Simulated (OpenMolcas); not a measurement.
# CH6O2Si (SMILES C[SiH](O)O) at 6 levels

Aim: a comparison of 6 runs (B3LYP/6-31G*, BHLYP/cc-pVDZ, BLYP/cc-pVDZ, r2SCAN/cc-pVDZ, revPBE/cc-pVDZ, MP2/cc-pVDZ) of CH6O2Si. 

Program for the calculation: OpenMolcas 26.06.

1 further run of the same task is left out (set aside as unsound or not needed).

### 1 The molecule

CH6O2Si: 10 atoms, total charge 0, spin state singlet. As SMILES, `C[SiH](O)O`. One bond was lengthened or shortened from a relaxed shape.

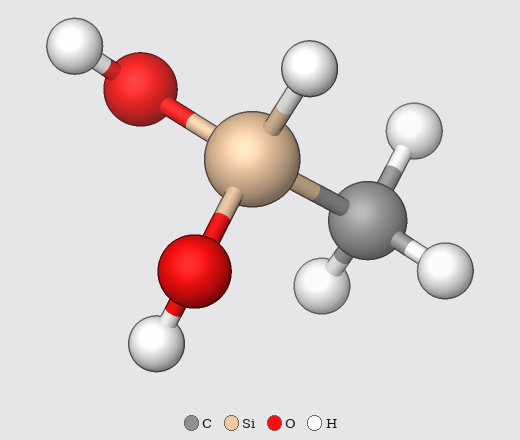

Viewed from a chosen angle; carbon grey, silicon light orange, oxygen red, hydrogen white.

### 2 The energy at B3LYP/6-31G(d) (spherical functions) (run 1)

File job.inp:

```
>>> EXPORT MOLCAS_PRINT=2
&GATEWAY
BASLIB=$CurrDir
COORD
10
angstrom
C       -1.208918       0.326600      -0.285516
Si       0.601582       0.158800       0.067684
O        0.734482      -1.177200       1.021684
O        1.509082       0.037300      -1.300716
H       -1.597018      -0.571000      -0.774716
H       -1.853400       0.489100       0.780800
H       -1.400318       1.182600      -0.936516
H        1.172682       1.348700       0.745584
H        1.605582      -1.388100       1.360684
H        1.276182      -0.648800      -1.928016
BASIS=6-31Gs
GROUP=NoSym
&SEWARD
GRIDINPUT
Grid=UltraFine
End of Grid
&SCF
KSDFT=B3LYP
THRESHOLDS=1e-10 1e-07 1e-07 1e-05
PRORBITALS=0
```

The basis set 6-31G* is read from a file made from the Basis Set Exchange's data (not shown).

Command:

```
$ export MOLCAS_MEM=1860
$ pymolcas job.inp > job.log
```

The log of the run:

```text
--- Start Module: gateway ---
[...]
--- Stop Module: gateway /rc=_RC_ALL_IS_WELL_ ---
--- Start Module: seward ---
[...]
      Basis functions           72
--- Stop Module: seward /rc=_RC_ALL_IS_WELL_ ---
[...]
--- Start Module: scf ---
[...]
       Convergence after  13 Iterations
[...]
::    Total KS-DFT energy                            -481.7306520415
[...]
      Total spin, S                                     0.0000000000
[...]
      Total electronic charge=   42.000000
      Total            charge=   -0.000000
[...]
      Dipole Moment (debye):
      Origin of the operator (angstrom)=    0.4795   -0.1212   -0.0866
                   X= -4.1321E-03               Y= -9.3614E-01               Z= -5.5303E-01           Total=  1.0873E+00
      Quadrupole Moment (debye*angstrom):
[...]
--- Stop Module: scf /rc=_RC_ALL_IS_WELL_ ---
[...]
```

It took 27 s on 1 thread of AMD EPYC 7R43 (Zen 3), shared host; peak memory 0.42 GiB.

### 3 The energy at BHLYP/cc-pVDZ (run 2)

File geom.xyz:

```xyz
10

C     -1.208918     0.326600    -0.285516
Si     0.601582     0.158800     0.067684
O      0.734482    -1.177200     1.021684
O      1.509082     0.037300    -1.300716
H     -1.597018    -0.571000    -0.774716
H     -1.853400     0.489100     0.780800
H     -1.400318     1.182600    -0.936516
H      1.172682     1.348700     0.745584
H      1.605582    -1.388100     1.360684
H      1.276182    -0.648800    -1.928016
```

File run.inp:

```
&GATEWAY
  BASLIB = $CurrDir
  COORD = geom.xyz
  BASIS = cc-pVDZ
  GROUP = NoSym

&SEWARD
  GRIDINPUT
  Grid=UltraFine
  End of Grid

&SCF
  KSDFT = HYB_GGA_XC_BHANDHLYP
  THRESHOLDS = 1e-10 1e-07 1e-07 1e-05
  PRORBITALS = 1 1
```

The basis set cc-pVDZ is read from a file made from the Basis Set Exchange's data (not shown).

Command:

```
$ export MOLCAS_MEM=1860
$ pymolcas run.inp > run.log
```

The log of the run:

```text
--- Start Module: gateway ---
[...]
--- Stop Module: gateway /rc=_RC_ALL_IS_WELL_ ---
--- Start Module: seward ---
[...]
      Basis functions           90
--- Stop Module: seward /rc=_RC_ALL_IS_WELL_ ---
[...]
--- Start Module: scf ---
[...]
       Convergence after  13 Iterations
[...]
::    Total KS-DFT energy                            -481.6401195688
[...]
      Total spin, S                                     0.0000000000
[...]
      Total electronic charge=   42.000000
      Total            charge=   -0.000000
[...]
      Dipole Moment (debye):
      Origin of the operator (angstrom)=    0.4795   -0.1212   -0.0866
                   X= -3.8963E-02               Y= -8.5505E-01               Z= -5.0890E-01           Total=  9.9579E-01
      Quadrupole Moment (debye*angstrom):
[...]
--- Stop Module: scf /rc=_RC_ALL_IS_WELL_ ---
[...]
```

It took 41 s on 1 thread of AMD EPYC 7R43 (Zen 3), shared host; peak memory 0.49 GiB.

Runs 3 to 5 aren't shown in full; the table further down has their settings and results.

### 4 The energy at MP2/cc-pVDZ (run 6)

File mol.inp:

```
&GATEWAY
 BasLib=$CurrDir
 Coord
 10
 angstrom
 C       -1.208918       0.326600      -0.285516
 Si       0.601582       0.158800       0.067684
 O        0.734482      -1.177200       1.021684
 O        1.509082       0.037300      -1.300716
 H       -1.597018      -0.571000      -0.774716
 H       -1.853400       0.489100       0.780800
 H       -1.400318       1.182600      -0.936516
 H        1.172682       1.348700       0.745584
 H        1.605582      -1.388100       1.360684
 H        1.276182      -0.648800      -1.928016
 Basis=cc-pVDZ
 Group=NoSym

&SEWARD

&SCF
 Thresholds=1e-10 1e-07 1e-07 1e-05
 PrOrbitals=1 1

&MBPT2
 Frozen=8
```

The basis set cc-pVDZ is read from a file made from the Basis Set Exchange's data (not shown).

Command:

```
$ export MOLCAS_MEM=1860
$ pymolcas mol.inp > mol.log
```

The log of the run:

```text
--- Start Module: gateway ---
[...]
--- Stop Module: gateway /rc=_RC_ALL_IS_WELL_ ---
[...]
      Basis functions           90
[...]
--- Start Module: scf ---
[...]
       Convergence after  12 Iterations
[...]
::    Total SCF energy                               -480.1130569546
[...]
      Total spin, S                                     0.0000000000
[...]
      Total electronic charge=   42.000000
      Total            charge=   -0.000000
[...]
      Dipole Moment (debye):
      Origin of the operator (angstrom)=    0.4795   -0.1212   -0.0866
                   X= -2.3524E-02               Y= -8.2738E-01               Z= -5.1827E-01           Total=  9.7658E-01
      Quadrupole Moment (debye*angstrom):
[...]
--- Stop Module: scf /rc=_RC_ALL_IS_WELL_ ---
[...]
--- Start Module: mbpt2 ---
[...]
WARNING!
Default frozen orbitals as non valence orbitals is overwritten by user input.
Default values:   5
[...]
       Reference weight ( Cref**2 )         =        0.84240
::    Total MBPT2 energy                             -480.7357286058
[...]
      Total MBPT2 calculations                           0.43      0.47
--- Stop Module: mbpt2 /rc=_RC_ALL_IS_WELL_ ---
[...]
```

Run time: 11 s. Hardware: 1 thread of AMD EPYC 7R43 (Zen 3), shared host; peak memory 0.49 GiB.

### 5 The series

| run | level | integration grid | frozen core orbitals | energy (Eh) | dipole moment (D) of the reference | HOMO energy (eV) | LUMO energy (eV) | wall time |
| --- | --- | --- | --- | --- | --- | --- | --- | --- |
| 1 | B3LYP/6-31G* (spherical functions) | UltraFine | – | -481.730652 | 1.09 | -8.03 | 1.25 | 27 s |
| 2 | BHLYP/cc-pVDZ | UltraFine | – | -481.640120 | 1.00 | -9.72 | 2.11 | 41 s |
| 3 | BLYP/cc-pVDZ | UltraFine | – | -481.668668 | 1.10 | -6.59 | 0.39 | 42 s |
| 4 | r2SCAN/cc-pVDZ | UltraFine | – | -481.615061 | 1.09 | -7.14 | 1.07 | 53 s |
| 5 | revPBE/cc-pVDZ | UltraFine | – | -481.608849 | 1.10 | -6.68 | 0.48 | 42 s |
| 6 | MP2/cc-pVDZ | – | 8 | -480.735729 | 0.98 | -11.92 | 4.51 | 11 s |

### 6 Outcome

```
                                          quantity          value
                               run 6: total energy  -480.73573 Eh
         run 6: dipole moment (mean-field density)         0.98 D
        run 6: HOMO energy (Hartree–Fock orbitals)      -11.92 eV
        run 6: LUMO energy (Hartree–Fock orbitals)        4.51 eV
      run 6: HOMO–LUMO gap (Hartree–Fock orbitals)       16.44 eV
run 6: correlation energy (8 core orbitals frozen)     -622.7 mEh
```

**Reading.** Over runs 1, 2, 3, 4, 5 the dipole moment (its size) runs from 1.00 D (BHLYP/cc-pVDZ) to 1.10 D (BLYP/cc-pVDZ). Over runs 1, 2, 3, 4, 5 the HOMO–LUMO gap runs from 6.98 eV (BLYP/cc-pVDZ) to 11.84 eV (BHLYP/cc-pVDZ). Totals of different functionals can't be ranked against each other. All runs together took 3.6 min, the longest 53 s.
